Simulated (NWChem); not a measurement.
**B3LYP/def2-SVPD run of AlCl2F (SMILES [F][Al]([Cl])[Cl])**

Aim: the vertical singlet–triplet gap of AlCl2F at B3LYP/def2-SVPD, from 2 runs. 

Program for the calculation: NWChem 7.3.0.

5 further runs of the same task are left out: 4 that didn't finish, 1 set aside as unsound or not needed. Runs told in other sessions of the task aren't counted.

### Step 1. Starting point

AlCl2F: 4 atoms, total charge 0, spin state singlet. As SMILES, `[F][Al]([Cl])[Cl]`. The coordinates come from a PBE0-D4/def2-TZVP relaxation.

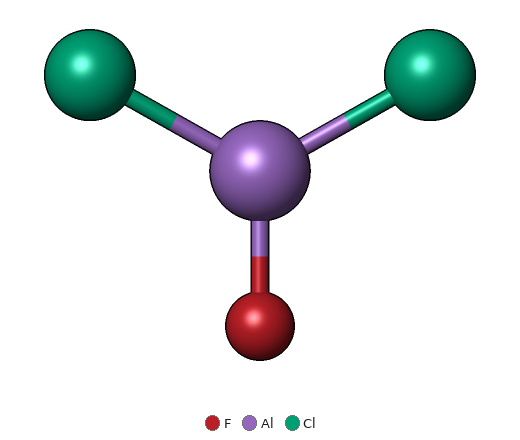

The structure, seen from a chosen angle (fluorine red, aluminium purple, chlorine teal).

### Step 2. Energy and gradient at B3LYP/def2-SVPD

run.py

```python
from ase import Atoms
from ase.calculators.nwchem import NWChem

atoms = Atoms('FAlClCl', positions=[
    [0.087420, 0.388220, 1.682350],
    [0.004800, 0.021530, 0.093600],
    [1.223040, -1.463690, -0.663450],
    [-1.315270, 1.053930, -1.112510],
])

calc = NWChem(
    label='alcl2f',
    theory='dft',
    memory='2200 mb',
    basis='def2-SVPD',
    basispar='spherical bse',
    dft={'xc': 'b3lyp', 'mult': '1', 'grid': 'fine', 'convergence': 'energy 1e-08', 'iterations': '100', 'mulliken': None},
)
atoms.calc = calc

forces = atoms.get_forces()
e = atoms.get_potential_energy()
print(f"E = {e:.6f} eV")
print("forces (eV/A):")
for s, f in zip(atoms.symbols, forces):
    print(f"{s:2s} {f[0]:10.5f} {f[1]:10.5f} {f[2]:10.5f}")
print("dipole (e A):", atoms.get_dipole_moment().round(4))
```

Started as:

```bash
$ export ASE_NWCHEM_COMMAND="nwchem PREFIX.nwi > PREFIX.nwo"
$ python run.py
```

What it wrote:

```text
E = -34354.753420 eV
forces (eV/A):
F     0.05240    0.23289    1.00972
Al   -0.02823   -0.12583   -0.54687
Cl    0.29259   -0.35569   -0.17756
Cl   -0.31676    0.24868   -0.28534
dipole (e A): [-0.0053 -0.0234 -0.1011]
```

The calculator wrote alcl2f.nwi:

```
title "alcl2f"

permanent_dir alcl2f

scratch_dir alcl2f

start alcl2f

geometry units angstrom nocenter noautosym noautoz
  F  8.7419999999999998e-02 3.8822000000000001e-01 1.6823500000000000e+00
  Al 4.7999999999999996e-03 2.1530000000000001e-02 9.3600000000000003e-02
  Cl 1.2230399999999999e+00 -1.4636899999999999e+00 -6.6344999999999998e-01
  Cl -1.3152699999999999e+00 1.0539300000000000e+00 -1.1125100000000001e+00
end

memory 2200 mb

basis spherical bse noprint
   * library def2-SVPD
end

dft
  xc b3lyp
  mult 1
  grid fine
  convergence energy 1e-08
  iterations 100
  mulliken
end

task dft gradient
```

alcl2f.nwo:

```text
Northwest Computational Chemistry Package (NWChem) 7.3.0
             --------------------------------------------------------

           Job information
           ---------------

    nwchem branch   = 7.3.0
    use scalapack   = T
    input           = alcl2f.nwi
    prefix          = alcl2f.
    data base       = alcl2f/alcl2f.db
    status          = startup
    nproc           =        1

           Memory information
           ------------------

    heap     =     72089600 doubles =      550.0 Mbytes
    stack    =     72089597 doubles =      550.0 Mbytes
    global   =    144179200 doubles =     1100.0 Mbytes (distinct from heap & stack)
    total    =    288358397 doubles =     2200.0 Mbytes
    verify   = yes
    hardfail = no

           Directory information
           ---------------------

  0 permanent = alcl2f
  0 scratch   = alcl2f

[... 86 lines left out ...]
  convergence criterion.
[... 17 lines left out ...]
          Convergence on gradient requested:  5.00D-04
[... 26 lines left out ...]
          Convergence aids based upon iterative change in
[... 28 lines left out ...]
 1-e energy   =   -2231.603938
[... 38 lines left out ...]
         Total DFT energy =    -1262.513911979828
[... 2 lines left out ...]
    Exchange-Corr. energy =      -85.759133647296
[... 793 lines left out ...]
          Convergence on energy requested:  1.00D-08
[... 24 lines left out ...]
          Spatial weights used:  Erf1
[... 4 lines left out ...]
          total energy or number of iterations.
[... 18 lines left out ...]
                            NWChem DFT Gradient Module
                            --------------------------

                                      alcl2f

  charge          =   0.00
  wavefunction    = closed shell

                         DFT ENERGY GRADIENTS

    atom               coordinates                        gradient
                 x          y          z           x          y          z
   1 F       0.165200   0.733629   3.179181   -0.001019  -0.004529  -0.019636
   2 Al      0.009071   0.040686   0.176878    0.000549   0.002447   0.010635
   3 Cl      2.311210  -2.765973  -1.253739   -0.005690   0.006917   0.003453
   4 Cl     -2.485500   1.991639  -2.102339    0.006160  -0.004836   0.005549

                 ----------------------------------------
                 |  Time  |  1-e(secs)   |  2-e(secs)   |
                 ----------------------------------------
                 |  CPU   |       0.01   |       4.94   |
                 ----------------------------------------
                 |  WALL  |       0.01   |       4.94   |
                 ----------------------------------------

 Task  times  cpu:       28.2s     wall:       28.2s
 Total times  cpu:       28.2s     wall:       28.2s
```

Wall time 30 s (1 thread of Intel Xeon Platinum 8375C at 2.90GHz (Ice Lake), shared host); peak memory 0.12 GiB.

### Step 3. The triplet: a single-point energy at UB3LYP/def2-SVPD

a.nw

```
start a
title "AlCl2F"
memory stack 880 mb heap 220 mb global 1100 mb
geometry units angstroms noautosym nocenter noautoz
F     0.087420    0.388220    1.682350
Al    0.004800    0.021530    0.093600
Cl    1.223040   -1.463690   -0.663450
Cl   -1.315270    1.053930   -1.112510
end
basis spherical bse
* library def2-SVPD
end
dft
xc b3lyp
mult 3
grid fine
convergence energy 1e-08
maxiter 100
mulliken
end
task dft energy
```

Started as:

```bash
$ nwchem a.nw > a.out
```

What it wrote:

```text
[...]
          Wavefunction type:  spin polarized.
          No. of atoms     :     4
          No. of electrons :    56
[...]
          Charge           :     0
          Spin multiplicity:     3
[...]
          AO basis - number of functions:   101
[...]
              XC Information
              --------------
                         B3LYP Method XC Potential
                     Hartree-Fock (Exact) Exchange  0.200
                        Slater Exchange Functional  0.800 local
                    Becke 1988 Exchange Functional  0.720 non-local
              Lee-Yang-Parr Correlation Functional  0.810
                  VWN I RPA Correlation Functional  0.190 local
[...]
 d= 0,ls=0.0,diis     1  -1262.1843631976 -1.51D+03  1.96D-02  2.00D-01     2.8
[...]
 d= 0,ls=0.5,diis    53  -1262.2756413898 -8.92D-09  2.81D-07  1.70D-08   131.7
[...]
         Total DFT energy =    -1262.275641396388
      One electron energy =    -2232.125460828754
           Coulomb energy =      811.216524334182
    Exchange-Corr. energy =      -85.662084347767
 Nuclear repulsion energy =      244.295379445950
[...]
      Total Density - Mulliken Population Analysis
     ---------------------------------------------
    Atom       Charge   Shell Charges
 -----------   ------   -------------------------------------------------------
    1 F    9     9.55   1.99  1.14  0.79  0.00  3.34  2.01  0.25  0.00  0.02
    2 Al  13    12.16   2.00  1.98  0.83  0.23  0.26  5.92  0.67 -0.08  0.37 -0.03
    3 Cl  17    17.15   2.00  1.98  1.34  0.60  0.02  5.93  2.14  2.91  0.18  0.01  0.03
    4 Cl  17    17.15   2.00  1.98  1.34  0.60  0.02  5.93  2.14  2.91  0.18  0.01  0.03
[...]
      <S2> =      2.0050 (Exact =     2.0000)
[...]
```

Wall time 2.2 min (1 thread of Intel Xeon Platinum 8375C at 2.90GHz (Ice Lake), shared host); peak memory 0.12 GiB.

### Step 4. What came out

At B3LYP/def2-SVPD:

| quantity | value |
| --- | --- |
| singlet: total energy | -1262.51391 Eh |
| singlet: dipole moment | 0.50 D |
| singlet: HOMO energy | -9.44 eV |
| singlet: LUMO energy | -1.85 eV |
| singlet: HOMO–LUMO gap | 7.59 eV |
| singlet: largest force on an atom | 1.038 eV/Å |
| triplet: total energy | -1262.27564 Eh |
| triplet: dipole moment | 2.25 D |
| triplet: HOMO energy (highest over α and β) | -3.44 eV |
| triplet: ⟨S²⟩ | 2.005 |
| vertical energy of the triplet above the singlet | 6.484 eV |

What this shows: At this shape the triplet lies 6.48 eV (150 kcal/mol) above the singlet. The largest force (singlet) is 1.04 eV/Å: the shape isn't a stationary point for this species at this level. Mulliken charges (singlet) run from -0.60 on F1 to +1.70 on Al2; in a basis this large or diffuse they mean little.
